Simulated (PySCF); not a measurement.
C5H8F3NSi (SMILES C#CCN[SiH2]CC(F)(F)F)

Input file:

```
{"job": {"kind": "nmr", "xc": "PBE0", "basis": "pcSseg-1"}, "charge": 0, "multiplicity": 1}
C      4.259493     0.293057    -0.679982
C      3.294527    -0.238017    -0.212130
C      2.083478    -0.808781     0.349436
N      0.931399     0.010309     0.033749
Si    -0.641645    -0.629186    -0.154101
C     -1.655911     0.877740    -0.732693
C     -3.072000     0.458654    -0.917758
F     -3.653158     0.064721     0.229992
F     -3.860881     1.439757    -1.404200
F     -3.207548    -0.571768    -1.771560
H      5.121706     0.730557    -1.087380
H      2.214711    -0.921123     1.436484
H      1.917112    -1.802493    -0.072827
H      1.074607     0.974029     0.297669
H     -0.597987    -1.639994    -1.211279
H     -1.270245    -1.184208     1.054733
H     -1.648518     1.693626    -0.013155
H     -1.297899     1.259437    -1.686175
```

Run with:

```sh
OMP_NUM_THREADS=1 python probes_run.py task.json out
```

Geometry: GFN2-xTB.

These are results of PySCF, PBE0/pcSseg-1, SCF density, gas phase, non-relativistic, not measurements.

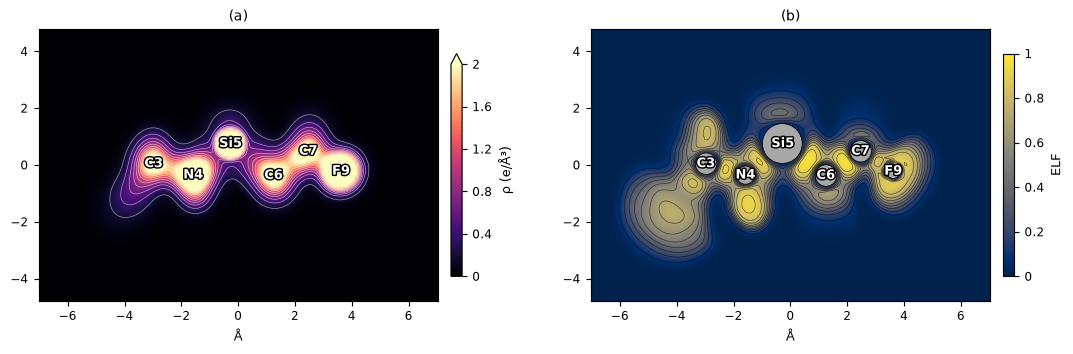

Figure 1. (a) electron density; (b) electron localisation function on the plane of atoms N4, Si5 and C6. Grey discs cover the atomic cores in the ELF map.

> What do the fields say about this system?

The section cuts through C, N, Si and F sites.
C–F (1.35 Å): the density is about 2.3 e/Å³ at the midpoint, with its minimum of 1.9 e/Å³ about 0.5 Å from C; the ELF peaks at about 0.85 between the atoms; a shared but strongly polarised pair.
C–N (1.45 Å): ρ is about 1.9 e/Å³ halfway; the ELF peaks at about 0.90 between the atoms (localised, covalent bonding).
Si–N (1.71 Å): ρ at the midpoint is about 1.1 e/Å³; the ELF peaks at about 0.90 between the atoms (a polar covalent bond).
C–Si (1.91 Å): the density is about 0.91 e/Å³ at the midpoint; the ELF peaks at about 0.95 between the atoms: a covalent bond.
The ELF also peaks beside F9, away from the bonds: lone-pair regions.

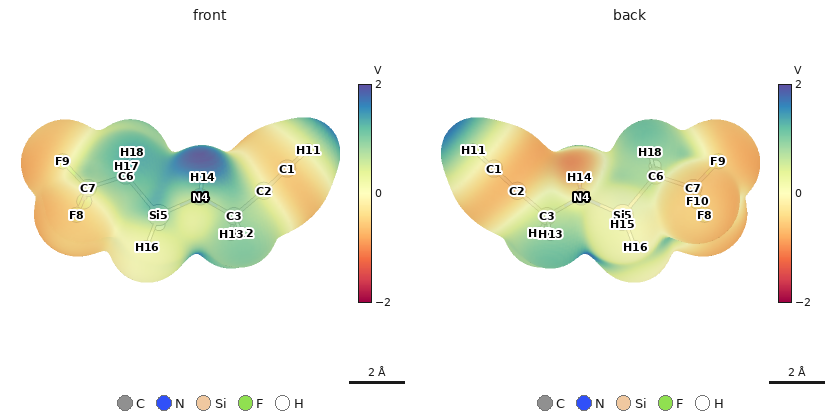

Figure 2. The electrostatic potential painted on the density surface at 0.002 e/bohr³, seen from the front and from behind; red is negative and blue positive.

> Which sites attract a positive test charge, and which a negative one?

A positive charge is drawn to the negative regions and a negative charge to the positive ones. The most negative region (about −0.9 V, or −21 kcal/mol for a unit charge) lies over C1, C2 and N4, the most positive (about +1.9 V, or +44 kcal/mol for a unit charge) over H14.

> How polar is the molecule by this calculation?

Its dipole moment is 3.02 D.
